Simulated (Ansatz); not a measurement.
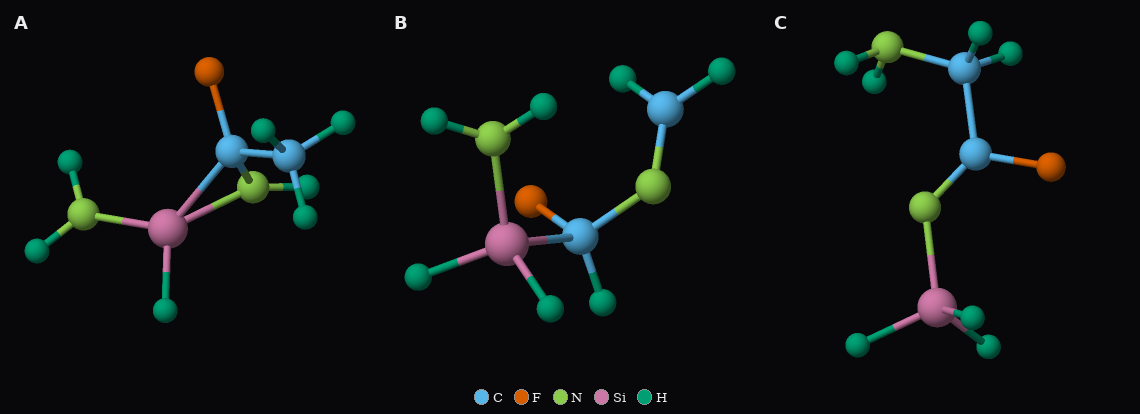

```sh
ansatz run in.yaml --threads 2 --pin off --events-out ev --progress --plain --max-ram 22528MiB --backend cuda --devices 0, --max-vram 18GiB
```

```yaml
crystal:
  periodic: [false, false, false]
  atoms:
    - {symbol: C, position_ang: [0.511014, -1.801652, 0.765151]}
    - {symbol: C, position_ang: [0.460193, -0.336877, 0.455381]}
    - {symbol: F, position_ang: [1.140037, 0.341094, 1.481611]}
    - {symbol: N, position_ang: [0.855272, 0.110517, -0.848768]}
    - {symbol: Si, position_ang: [-0.726271, 0.622515, -0.593503]}
    - {symbol: N, position_ang: [-1.079665, 2.271160, -0.472106]}
    - {symbol: H, position_ang: [1.548036, -2.156640, 0.740321]}
    - {symbol: H, position_ang: [-0.067243, -2.367939, 0.033091]}
    - {symbol: H, position_ang: [0.107775, -2.000847, 1.758987]}
    - {symbol: H, position_ang: [1.621342, -0.247756, -1.396624]}
    - {symbol: H, position_ang: [-1.870893, -0.018797, -1.282257]}
    - {symbol: H, position_ang: [-2.006727, 2.628958, -0.624055]}
    - {symbol: H, position_ang: [-0.472468, 2.921461, -0.002328]}
basis:
  gaussian: {orbitals: def2-TZVPP}
hamiltonian: {xc: pbe0, dispersion: d4}
output: {orbitals: {seedname: orbitals}}
```

Question: Which panel shows the molecule in this file?

Answer: A. The file holds C2H7FN2Si, `C[C@@]1(F)N[Si@@H]1N`.
